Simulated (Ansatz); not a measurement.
Geometry relaxation, with input and output: WH3Cl4OF (part 1 of 2)

WH3Cl4OF, computed with RHF/def2-SVP (Ansatz 0.2.0).

It belongs to a series of runs on one base structure; here: end point A relaxed. Figures and captions count atoms from 1; the log counts them from 0 in places.

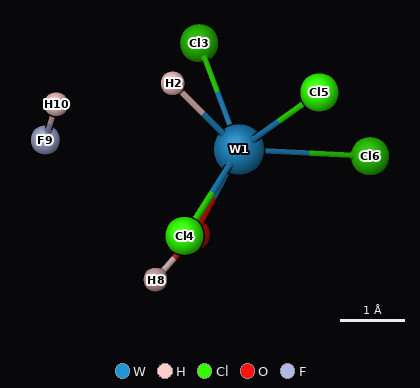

Figure 1. The structure as given in the input (ball-and-stick view, seen at a tilt; atoms are numbered from 1 in the order of the input). Sticks mark near contacts. Bond lengths as drawn: Cl–W 2.30 to 2.37 Å, F–H 0.91 Å, H–O 0.95 Å, H–W 1.69 Å and O–W 1.83 Å.

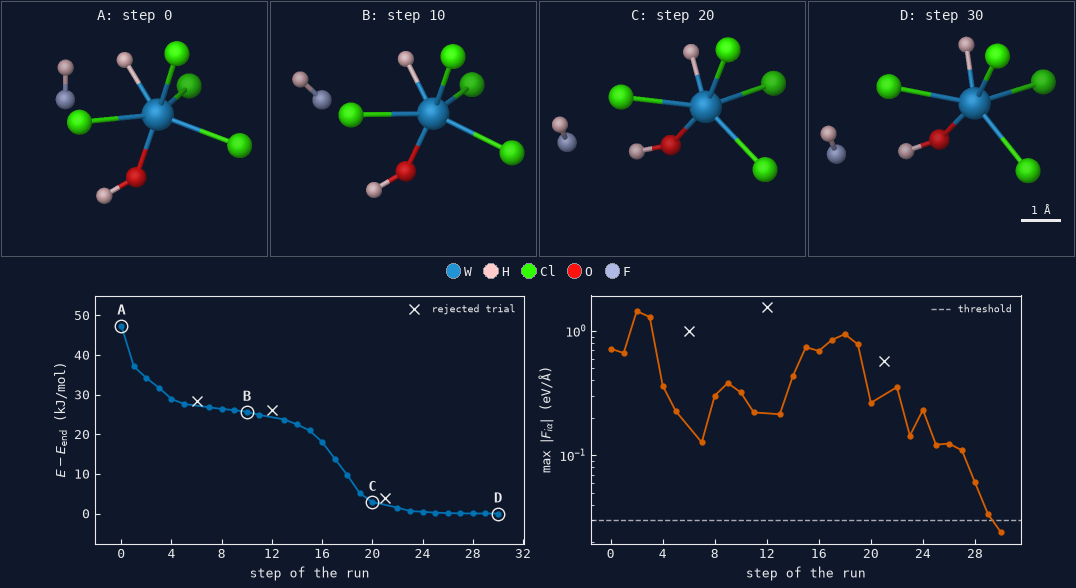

Figure 2. Frames of the relaxation (ball-and-stick view, seen at a tilt) above the curves, on which the letters mark them (the first geometry is step 0 here and step 1 in the log).

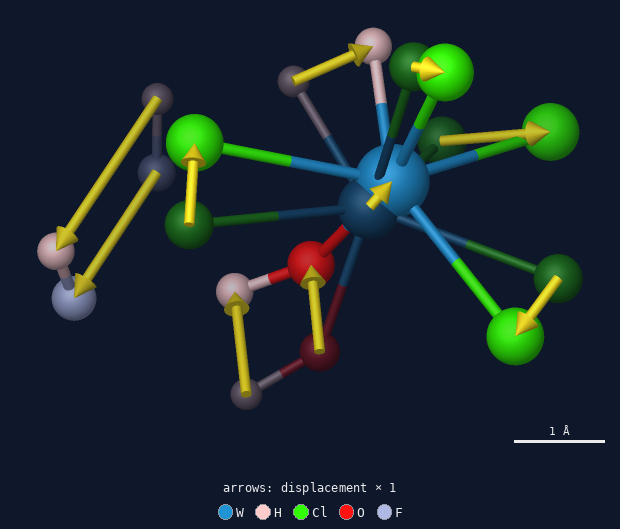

Figure 3. Start (faint) and end (solid) with the displacements as yellow arrows, at true length (ball-and-stick view, seen at a tilt). The two geometries are laid on each other by the best rigid fit. The largest move after the best rigid fit is that of H10, 2.16 Å. By element the largest moves are H 2.16 Å, F 1.72 Å, Cl 1.36 Å, O 1.13 Å, W 0.38 Å. Among the contacts that change: W1–Cl5 2.351 → 2.308 Å, W1–Cl3 2.302 → 2.343 Å, W1–H2 1.694 → 1.657 Å, W1–O7 1.830 → 1.793 Å. Among the angles that change: H2–W1–O7 119.4° → 97.8°, W1–O7–H8 135.1° → 147.4°, Cl3–W1–Cl5 110.0° → 100.2°. The energy falls by 47.4 kJ/mol in 30 geometry steps. The largest force component goes from 0.72 to 0.024 eV/Å. The line search rejected the trial steps at points 6, 12, 21 (counted from 0) and went back. (Atoms are counted from 1 in the order of the input.)

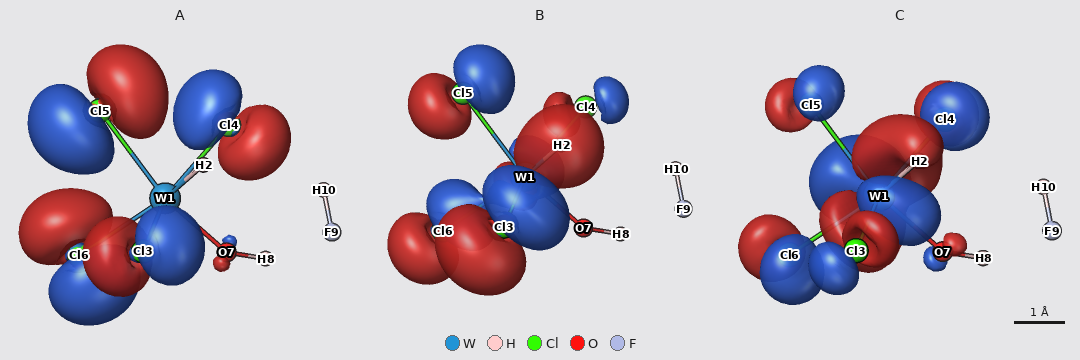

Figure 4. Three frontier orbitals at ±0.1 Å⁻³ᐟ² (blue and red are the two phases). A is the HOMO−1 (−12.25 eV). B is the HOMO (−11.65 eV). C is the LUMO (−1.34 eV). Its weight (Hirshfeld) is mainly on W1 (65 %), Cl6 (10 %) and Cl4 (10 %). The HOMO–LUMO gap is 10.31 eV between the orbital energies.

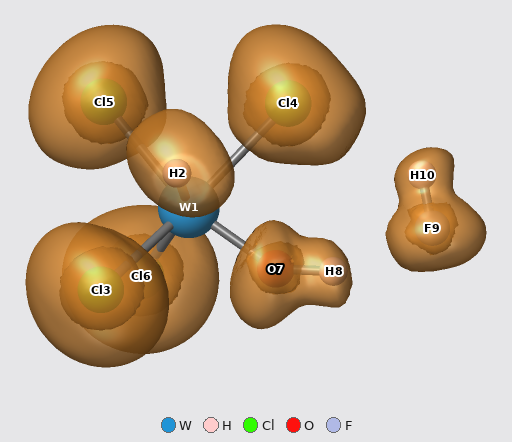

Figure 5. Isosurface of the electron localisation function at 0.75 (orange), seen at a tilt. Only the valence region is drawn (cores and ρ < 0.01 e/Å³ removed). Along the contacts the grid gives the following. F9···H8 (1.80 Å): the ELF is only about 0.05 between them; by its geometry a hydrogen bond between the two molecules, with no shared pair. W–O (1.79 Å): the ELF peaks at about 0.80 in the valence shell of O, 0.5 Å from its nucleus, and drops to about 0.25 between the two atoms.

The input that produced these results follows, with the program's output.

## The input
```yaml
crystal:
  periodic: [false, false, false]
  atoms:
    - { symbol: W, position_ang: [-0.136438, -0.268498, -0.118012] }
    - { symbol: H, position_ang: [0.134149, 0.449307, 1.392674] }
    - { symbol: Cl, position_ang: [1.677951, -1.308498, 0.843265] }
    - { symbol: Cl, position_ang: [-1.144247, 1.863843, -0.33841] }
    - { symbol: Cl, position_ang: [-2.071094, -0.697632, 1.147005] }
    - { symbol: Cl, position_ang: [-0.714265, -2.264116, -1.144892] }
    - { symbol: O, position_ang: [0.797926, 0.3251, -1.575733] }
    - { symbol: H, position_ang: [0.944167, 1.170564, -1.982966] }
    - { symbol: F, position_ang: [1.853121, 1.896717, 0.715697] }
    - { symbol: H, position_ang: [1.344531, 1.873714, 1.471172] }
basis:
  gaussian: { orbitals: def2-SVP }
hamiltonian:
  xc: hf
relax:
  f_tol: 0.03
  max_steps: 50
output:
  orbitals: {}
```

Launch command:
```bash
ansatz run input.yaml --threads 4 --pin off --max-ram 5120MiB --backend cpu --events-out ev --progress --plain --runs-dir out
```

## The program's output
```
The last accepted step is kept in [file] (removed where the run ends without a failure and the disk answers)
Engine: ansatz 0.2.0, aarch64-unknown-linux-gnu
Functional definition: HF
  exchange = exact_x
  correlation = 0
1490 factors; integrals over basis functions are off by at most 3.2e-4 eV
mean field evaluation 1: about -56583.6823 eV, gradient 6.6e1 eV
mean field evaluation 2: about -56583.9952 eV, gradient 6.6e1 eV
mean field evaluation 4: about -56593.9323 eV, gradient 7.3e0 eV
mean field evaluation 8: about -56594.1283 eV, gradient 1.1e0 eV
mean field evaluation 16: about -56580.6419 eV, gradient 4.6e1 eV
mean field evaluation 32: about -56583.6829 eV, gradient 6.6e1 eV
mean field -56594.13682209 eV, -2079.7961673280 hartree, gradient 2.6e-5 eV, S^2 0.000000; 0 other end points of the search recorded, 0 dependent functions left out
the calculation of the forces begins
reference -56594.13682209 eV, -2079.7961673280 hartree; 51, 51 occupied and 96, 96 virtual orbitals, 1490 factors
relax step   1: F+E_penalty+E_count = -56594.13682209 eV  Δ(F+E_penalty+E_count) = +0.000e0 eV  max|allowed force component| = 7.189e-1 eV/Å  Δτ_max = 0.0000 Å  (71 SCF iters, accepted)
these checks for a lower state are left out or cut short: starts, cluster_reference, orbital_swaps, neighbouring_geometries, increment
1490 factors; integrals over basis functions are off by at most 2.8e-4 eV
mean field -56594.24348709 eV, -2079.8000871944 hartree, gradient 1.6e-5 eV, S^2 0.000000; 0 other end points of the search recorded, 0 dependent functions left out
[... from here on the field's lines of each further geometry are left out, up to the last ...]
relax step   2: F+E_penalty+E_count = -56594.24348709 eV  Δ(F+E_penalty+E_count) = -1.067e-1 eV  max|allowed force component| = 6.647e-1 eV/Å  Δτ_max = 0.1954 Å  (48 SCF iters, accepted)
relax step   3: F+E_penalty+E_count = -56594.27403199 eV  Δ(F+E_penalty+E_count) = -3.054e-2 eV  max|allowed force component| = 1.445e0 eV/Å  Δτ_max = 0.1925 Å  (46 SCF iters, accepted)
relax step   4: F+E_penalty+E_count = -56594.29927598 eV  Δ(F+E_penalty+E_count) = -2.524e-2 eV  max|allowed force component| = 1.294e0 eV/Å  Δτ_max = 0.1954 Å  (46 SCF iters, accepted)
relax step   5: F+E_penalty+E_count = -56594.32881032 eV  Δ(F+E_penalty+E_count) = -2.953e-2 eV  max|allowed force component| = 3.624e-1 eV/Å  Δτ_max = 0.2000 Å  (47 SCF iters, accepted)
relax step   6: F+E_penalty+E_count = -56594.34172450 eV  Δ(F+E_penalty+E_count) = -1.291e-2 eV  max|allowed force component| = 2.268e-1 eV/Å  Δτ_max = 0.0822 Å  (48 SCF iters, accepted)
relax step   7: F+E_penalty+E_count = -56594.33372645 eV  Δ(F+E_penalty+E_count) = +7.998e-3 eV  max|allowed force component| = 1.008e0 eV/Å  Δτ_max = 0.1657 Å  (46 SCF iters, rejected (line search))
relax step   8: F+E_penalty+E_count = -56594.35058888 eV  Δ(F+E_penalty+E_count) = -8.864e-3 eV  max|allowed force component| = 1.271e-1 eV/Å  Δτ_max = 0.0829 Å  (50 SCF iters, accepted)
relax step   9: F+E_penalty+E_count = -56594.35492973 eV  Δ(F+E_penalty+E_count) = -4.341e-3 eV  max|allowed force component| = 3.021e-1 eV/Å  Δτ_max = 0.0989 Å  (50 SCF iters, accepted)
relax step  10: F+E_penalty+E_count = -56594.35771742 eV  Δ(F+E_penalty+E_count) = -2.788e-3 eV  max|allowed force component| = 3.808e-1 eV/Å  Δτ_max = 0.0739 Å  (49 SCF iters, accepted)
relax step  11: F+E_penalty+E_count = -56594.36242833 eV  Δ(F+E_penalty+E_count) = -4.711e-3 eV  max|allowed force component| = 3.206e-1 eV/Å  Δτ_max = 0.0725 Å  (49 SCF iters, accepted)
relax step  12: F+E_penalty+E_count = -56594.37053613 eV  Δ(F+E_penalty+E_count) = -8.108e-3 eV  max|allowed force component| = 2.212e-1 eV/Å  Δτ_max = 0.1503 Å  (47 SCF iters, accepted)
relax step  13: F+E_penalty+E_count = -56594.35833376 eV  Δ(F+E_penalty+E_count) = +1.220e-2 eV  max|allowed force component| = 1.564e0 eV/Å  Δτ_max = 0.1939 Å  (46 SCF iters, rejected (line search))
relax step  14: F+E_penalty+E_count = -56594.38245649 eV  Δ(F+E_penalty+E_count) = -1.192e-2 eV  max|allowed force component| = 2.140e-1 eV/Å  Δτ_max = 0.0969 Å  (49 SCF iters, accepted)
relax step  15: F+E_penalty+E_count = -56594.39545323 eV  Δ(F+E_penalty+E_count) = -1.300e-2 eV  max|allowed force component| = 4.335e-1 eV/Å  Δτ_max = 0.0988 Å  (48 SCF iters, accepted)
relax step  16: F+E_penalty+E_count = -56594.41111319 eV  Δ(F+E_penalty+E_count) = -1.566e-2 eV  max|allowed force component| = 7.398e-1 eV/Å  Δτ_max = 0.1497 Å  (47 SCF iters, accepted)
relax step  17: F+E_penalty+E_count = -56594.44120250 eV  Δ(F+E_penalty+E_count) = -3.009e-2 eV  max|allowed force component| = 6.905e-1 eV/Å  Δτ_max = 0.1983 Å  (48 SCF iters, accepted)
relax step  18: F+E_penalty+E_count = -56594.48453967 eV  Δ(F+E_penalty+E_count) = -4.334e-2 eV  max|allowed force component| = 8.468e-1 eV/Å  Δτ_max = 0.1947 Å  (47 SCF iters, accepted)
relax step  19: F+E_penalty+E_count = -56594.52758643 eV  Δ(F+E_penalty+E_count) = -4.305e-2 eV  max|allowed force component| = 9.421e-1 eV/Å  Δτ_max = 0.1906 Å  (49 SCF iters, accepted)
relax step  20: F+E_penalty+E_count = -56594.57532181 eV  Δ(F+E_penalty+E_count) = -4.774e-2 eV  max|allowed force component| = 7.799e-1 eV/Å  Δτ_max = 0.1939 Å  (48 SCF iters, accepted)
relax step  21: F+E_penalty+E_count = -56594.59819806 eV  Δ(F+E_penalty+E_count) = -2.288e-2 eV  max|allowed force component| = 2.644e-1 eV/Å  Δτ_max = 0.1950 Å  (49 SCF iters, accepted)
relax step  22: F+E_penalty+E_count = -56594.58821278 eV  Δ(F+E_penalty+E_count) = +9.985e-3 eV  max|allowed force component| = 5.740e-1 eV/Å  Δτ_max = 0.2000 Å  (49 SCF iters, rejected (line search))
relax step  23: F+E_penalty+E_count = -56594.61277536 eV  Δ(F+E_penalty+E_count) = -1.458e-2 eV  max|allowed force component| = 3.531e-1 eV/Å  Δτ_max = 0.0975 Å  (48 SCF iters, accepted)
relax step  24: F+E_penalty+E_count = -56594.62195513 eV  Δ(F+E_penalty+E_count) = -9.180e-3 eV  max|allowed force component| = 1.439e-1 eV/Å  Δτ_max = 0.1000 Å  (50 SCF iters, accepted)
relax step  25: F+E_penalty+E_count = -56594.62359245 eV  Δ(F+E_penalty+E_count) = -1.637e-3 eV  max|allowed force component| = 2.321e-1 eV/Å  Δτ_max = 0.0578 Å  (51 SCF iters, accepted)
relax step  26: F+E_penalty+E_count = -56594.62603574 eV  Δ(F+E_penalty+E_count) = -2.443e-3 eV  max|allowed force component| = 1.218e-1 eV/Å  Δτ_max = 0.0257 Å  (49 SCF iters, accepted)
relax step  27: F+E_penalty+E_count = -56594.62728853 eV  Δ(F+E_penalty+E_count) = -1.253e-3 eV  max|allowed force component| = 1.241e-1 eV/Å  Δτ_max = 0.0412 Å  (50 SCF iters, accepted)
relax step  28: F+E_penalty+E_count = -56594.62777921 eV  Δ(F+E_penalty+E_count) = -4.907e-4 eV  max|allowed force component| = 1.097e-1 eV/Å  Δτ_max = 0.0389 Å  (48 SCF iters, accepted)
relax step  29: F+E_penalty+E_count = -56594.62811007 eV  Δ(F+E_penalty+E_count) = -3.309e-4 eV  max|allowed force component| = 6.049e-2 eV/Å  Δτ_max = 0.0199 Å  (49 SCF iters, accepted)
relax step  30: F+E_penalty+E_count = -56594.62822101 eV  Δ(F+E_penalty+E_count) = -1.109e-4 eV  max|allowed force component| = 3.369e-2 eV/Å  Δτ_max = 0.0075 Å  (48 SCF iters, accepted)
the calculation of the forces begins
reference -56594.62825419 eV, -2079.8142271247 hartree; 51, 51 occupied and 96, 96 virtual orbitals, 1487 factors
relax step  31: F+E_penalty+E_count = -56594.62825419 eV  Δ(F+E_penalty+E_count) = -3.318e-5 eV  max|allowed force component| = 2.405e-2 eV/Å  Δτ_max = 0.0029 Å  (48 SCF iters, accepted)
1487 factors; integrals over basis functions are off by at most 4.7e-4 eV
mean field evaluation 320: about -56584.8994 eV, gradient 6.3e1 eV
mean field -56594.62825419 eV, -2079.8142271247 hartree, gradient 2.5e-5 eV, S^2 0.000000; 1 other end points of the search recorded, 0 dependent functions left out
the calculation of the forces begins
reference -56594.62825419 eV, -2079.8142271247 hartree; 51, 51 occupied and 96, 96 virtual orbitals, 1487 factors
Total energy: -56594.62825419 eV, -2079.8142271247 hartree
Atom 0 at    -0.237724    -0.526887     0.093474 Å, force    -0.017409    -0.012826     0.007755 eV/Å
Atom 1 at     0.178827    -0.573781     1.696877 Å, force     0.000675    -0.000176    -0.002459 eV/Å
Atom 2 at     0.884157    -2.516676     0.613290 Å, force    -0.000804    -0.000256    -0.000517 eV/Å
Atom 3 at    -0.856609     1.701268     0.686090 Å, force    -0.004082     0.003945     0.002157 eV/Å
Atom 4 at    -2.335696    -1.010894     0.925943 Å, force     0.006138     0.002112    -0.004501 eV/Å
Atom 5 at    -0.821118    -1.594392    -1.900432 Å, force     0.001097     0.001785     0.004733 eV/Å
Atom 6 at     1.223950     0.315885    -0.514631 Å, force     0.024047     0.018410    -0.008487 eV/Å
Atom 7 at     1.679542     1.150951    -0.649500 Å, force    -0.010559    -0.013685     0.001064 eV/Å
Atom 8 at     1.867119     2.932480    -0.488259 Å, force     0.017320    -0.004084    -0.009174 eV/Å
Atom 9 at     1.103353     3.162547    -0.053052 Å, force    -0.016423     0.004776     0.009428 eV/Å
Dipole moment:     0.254441     0.627454     0.063798 e Å
```

## Trajectory as extended XYZ (Å, eV, eV/Å), 31 frames, from step=1 to step=31
```
10
Properties=species:S:1:pos:R:3:forces:R:3 step=1 energy=-56594.13682
W    -0.1364   -0.2685   -0.1180   -0.0087   0.2018   0.6400
H     0.1341    0.4493    1.3927   -0.3422  -0.5889  -0.7189
Cl    1.6780   -1.3085    0.8433    0.0010  -0.0261   0.0033
Cl   -1.1442    1.8638   -0.3384    0.0175  -0.0212  -0.0170
Cl   -2.0711   -0.6976    1.1470   -0.0026  -0.0227   0.0005
Cl   -0.7143   -2.2641   -1.1449    0.0002   0.0082  -0.0093
O     0.7979    0.3251   -1.5757   -0.0450   0.0568   0.0625
H     0.9442    1.1706   -1.9830    0.0108  -0.0364  -0.0393
F     1.8531    1.8967    0.7157   -0.0834   0.1307   0.4068
H     1.3445    1.8737    1.4712    0.4525   0.2978  -0.3285
10
Properties=species:S:1:pos:R:3:forces:R:3 step=2 energy=-56594.24349
W    -0.1624   -0.2950   -0.1232   -0.0748  -0.3993  -0.6647
H     0.0456    0.3368    1.3503    0.1638   0.2264   0.4920
Cl    1.6604   -1.3254    0.8381   -0.0482   0.0637   0.0252
Cl   -1.1486    1.8477   -0.3431   -0.0098  -0.0013   0.0980
Cl   -2.0926   -0.7206    1.1448   -0.1473  -0.0727  -0.0052
Cl   -0.7268   -2.2838   -1.1613   -0.0763  -0.0561   0.0008
O     0.7895    0.3200   -1.5621    0.0475   0.1018  -0.0212
H     0.9330    1.1647   -1.9722    0.0182  -0.0654   0.0004
F     1.9349    1.9631    0.7348   -0.2299   0.0502   0.4321
H     1.4530    2.0329    1.5039    0.3567   0.1527  -0.3572
10
Properties=species:S:1:pos:R:3:forces:R:3 step=3 energy=-56594.27403
W    -0.1781   -0.3212   -0.1433   -0.0046  -0.0534  -0.0446
H     0.0510    0.3263    1.3437   -0.0036   0.0057   0.0470
Cl    1.6446   -1.3381    0.8288   -0.0262  -0.0316  -0.0182
Cl   -1.1615    1.8265   -0.3302    0.0133   0.0050   0.0277
Cl   -2.1181   -0.7530    1.1161   -0.0862  -0.0346   0.0195
Cl   -0.7557   -2.3099   -1.1773    0.0053  -0.0587  -0.0402
O     0.7826    0.3075   -1.5712   -0.0053   0.0751  -0.0060
H     0.9339    1.1565   -1.9692    0.0108  -0.0582  -0.0064
F     1.9437    1.9516    0.7549   -0.6642   0.4731   1.4449
H     1.5434    2.1942    1.5577    0.7606  -0.3224  -1.4237
10
Properties=species:S:1:pos:R:3:forces:R:3 step=4 energy=-56594.29928
W    -0.1953   -0.3445   -0.1559   -0.0431   0.0057   0.0786
H     0.0364    0.3060    1.3350    0.0084  -0.0481  -0.0481
Cl    1.6255   -1.3701    0.8099   -0.0210  -0.0019  -0.0053
Cl   -1.1765    1.8049   -0.3375    0.0089   0.0212   0.0432
Cl   -2.1381   -0.7794    1.1014   -0.0520  -0.0301  -0.0064
Cl   -0.7673   -2.3326   -1.1975   -0.0072  -0.0527  -0.0365
O     0.7666    0.2952   -1.5783    0.0532   0.0686   0.0015
H     0.9247    1.1482   -1.9647   -0.0056  -0.0609  -0.0134
F     1.9665    1.9527    0.8148   -0.4907   0.7271   1.2802
H     1.6433    2.3602    1.5826    0.5490  -0.6289  -1.2939
10
Properties=species:S:1:pos:R:3:forces:R:3 step=5 energy=-56594.32881
W    -0.2380   -0.3868   -0.1591    0.1763   0.0740  -0.1357
H     0.0024    0.2335    1.3378    0.0034  -0.0377   0.0620
Cl    1.5823   -1.4181    0.7932   -0.0411  -0.1319   0.0768
Cl   -1.1670    1.7929   -0.2673   -0.0177  -0.0787  -0.0287
Cl   -2.2081   -0.8435    1.0575    0.1073   0.0889  -0.0648
Cl   -0.8033   -2.3695   -1.2441    0.0986   0.1347  -0.0158
O     0.8147    0.3056   -1.4996   -0.3624  -0.0833   0.1245
H     0.9321    1.1543   -1.9073    0.0301  -0.0182  -0.0170
F     2.0716    2.0478    0.8159    0.0743  -0.0745  -0.1137
H     1.6991    2.5243    1.4828   -0.0689   0.1268   0.1123
10
Properties=species:S:1:pos:R:3:forces:R:3 step=6 energy=-56594.34172
W    -0.2386   -0.3947   -0.1567    0.0085   0.0236  -0.1411
H     0.0092    0.2241    1.3434    0.0134  -0.0176   0.0289
Cl    1.5581   -1.4617    0.8036    0.0000  -0.0626   0.0437
Cl   -1.1887    1.7753   -0.2754    0.0348  -0.0202  -0.0031
Cl   -2.2121   -0.8506    1.0475    0.1142   0.0504  -0.0528
Cl   -0.7970   -2.3639   -1.2642    0.0574   0.0754  -0.0128
O     0.7989    0.3006   -1.5039   -0.2268  -0.0543   0.1782
H     0.9080    1.1473   -1.9182    0.0250  -0.0245  -0.0276
F     2.1340    2.0764    0.8610    0.0223  -0.0596  -0.0768
H     1.7140    2.5876    1.4727   -0.0487   0.0893   0.0634
10
Properties=species:S:1:pos:R:3:forces:R:3 step=7 energy=-56594.33373 accepted=F
W    -0.2361   -0.4055   -0.1480   -0.1277  -0.0120  -0.1698
H     0.0221    0.1976    1.3555    0.0531   0.0254   0.0759
Cl    1.5234   -1.5326    0.8214    0.0326   0.0162   0.0006
Cl   -1.1924    1.7624   -0.2641    0.0347   0.0510   0.0269
Cl   -2.2119   -0.8587    1.0356    0.0741  -0.0149  -0.0460
Cl   -0.7804   -2.3462   -1.3069   -0.0219  -0.0260  -0.0038
O     0.7911    0.3013   -1.4908   -0.0313   0.0473   0.1279
H     0.8742    1.1411   -1.9273    0.0208  -0.0979   0.0084
F     2.1421    2.0468    0.9280   -0.5846   1.0076   0.6777
H     1.7538    2.7343    1.4066    0.5502  -0.9966  -0.6978
```
